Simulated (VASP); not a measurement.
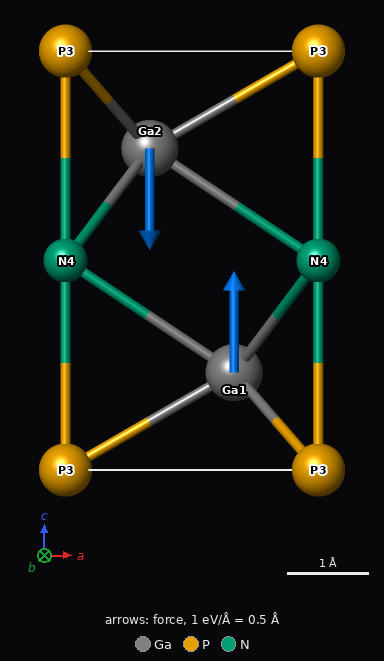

Starting geometry of solid Ga2PN (a generated structure, set up in P-3m1) with the computed forces as blue arrows. Style: ball-and-stick. Shown: the cell of the calculation, along the b axis.

The run lets cell and atoms move.

Level of theory: VASP 6.6.1, Kohn-Sham DFT of a periodic cell, PBE, VASP PAW PBE potentials, recommended.

Input file:
```
SYSTEM = Ga2PN
PREC = Normal
ENCUT = 520
EDIFF = 1E-4
ISMEAR = 0
SIGMA = 0.15
LREAL = .False.
LASPH = .True.
NELM = 60
ALGO = Fast
ISIF = 3
LWAVE = .False.
LCHARG = .False.
GGA = PE
IBRION = 2
NSW = 24
EDIFFG = -0.08
KPAR = 2
```

Run as
```bash
cat potpaw_PBE.64/Ga_d/POTCAR potpaw_PBE.64/P/POTCAR potpaw_PBE.64/N/POTCAR > POTCAR
mpirun -np 2 vasp_std > vasp.out
```

What follows when this structure is relaxed?

Answer. It isn't relaxed: the largest force vector, on Ga atoms, is 2.53 eV/Å. The atoms end up moving mostly along the starting forces (cosine between the two patterns 1.00). After 18 geometry steps the energy has fallen by 422 meV per atom. Largest force component: 2.5 eV/Å at the start, 0.025 eV/Å at the end. The pressure goes from 3.49 to −0.66 GPa. The largest moves relative to the cell, 0.47 Å, are those of Ga1 and Ga2. Ga1 goes along +c. N and P stay in place. Cell: a = b 3.624 → 3.099 Å (−14.5 %), c 5.197 → 6.444 Å (+24.0 %). Volume −9.3 %. Near-neighbour distances that change, for instance: P3–N4 2.598 → 3.222 Å, Ga1–N4 2.512 → 2.187 Å, Ga1–P3 2.416 → 2.656 Å. Among the angles between lasting bonds that change: Ga1–P3–Ga1 97.2° → 71.4°, Ga1–P3–Ga2 82.8° → 108.6°, P3–Ga1–P3 97.2° → 71.4°. The space group stays P-3m1 (No. 164). It ran on 2 threads of Intel(R) Xeon(R) Platinum 8375C CPU @ 2.90GHz (Ice Lake), on a shared host.
